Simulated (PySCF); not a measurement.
Vertical excitations of a molecule C2H6BFO2 from TDDFT-B3LYP/def2-SVPD run with PySCF, as energy in eV (oscillator strength): 7.15 (0.004), 7.80 (0.005), 7.81 (0.010), 7.99 (0.002), 8.43 (0.010), 8.69 (0.019), 8.77 (0.018), 8.86 (0.039), 9.04 (0.064), 9.17 (0.004). Lowest triplet (TDA): 6.99 eV. Geometry: B3LYP-D3(BJ)/def2-SVP. Other conformers were not sampled.

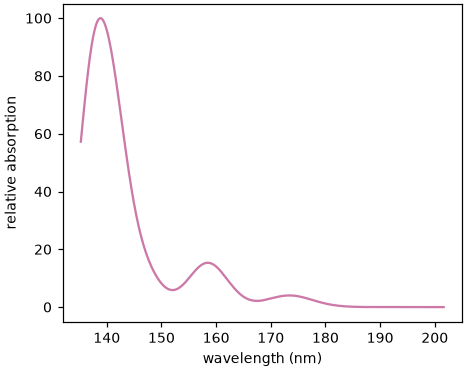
*The lines broadened by 0.4 eV.*

Question: Which structure fits?
A. COB(O)CF
B. C[C@@H](F)B(O)O
C. OCB(F)CO
D. CCOB(O)F

Answer: B, C[C@@H](F)B(O)O
